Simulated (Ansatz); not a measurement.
A family of molecules: the dipole moment

One atom is swapped for its congeners: Si(SH)4; Ge(SH)4; Sn(SH)4. All are singlets with charge 0.

Shapes, held fixed at every level: PBE0-D4/def2-TZVP. Flexible molecules stand in one conformer, not always the lowest. Programs: Ansatz 0.2.0. Values in D.

| level | Si(SH)4 | Ge(SH)4 | Sn(SH)4 |
| --- | --- | --- | --- |
| PBE-D4/def2-TZVPP | 0.00 | 0.00 | 1.26 |
| r2SCAN-D4/def2-TZVPP | 0.00 | 0.00 | 1.34 |
| B3LYP-D4/def2-TZVPP | 0.00 | 0.00 | 1.27 |
| wB97M-V/def2-TZVPP | 0.00 | 0.00 | 1.28 |

At wB97M-V/def2-TZVPP the dipole moment isn't monotonic: it is largest for Sn and smallest for Ge (1.28 and 0.00 D). 0 of 4 levels show this order throughout; 4 agree on the largest and the smallest. For atoms past krypton def2 sets carry core potentials with scalar relativity. Relativity is left out for Ge unless named. Magnitudes only: a dipole under 1 D may point either way.

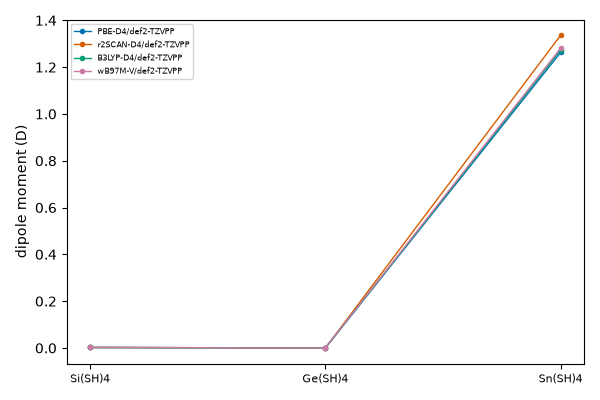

The trend along the series, level by level.
